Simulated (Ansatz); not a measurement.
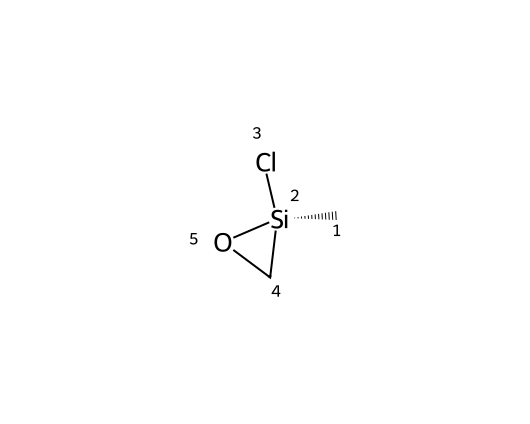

A structural formula, with wedges where it has stereocentres; small numbers name the atoms. The configuration is that of a computed structure (PBE-D4/def2-SVP).

Q: Assign CIP descriptors.

A: Si2: S.

Q: Write the isomeric SMILES.

A: C[Si@]1(Cl)CO1
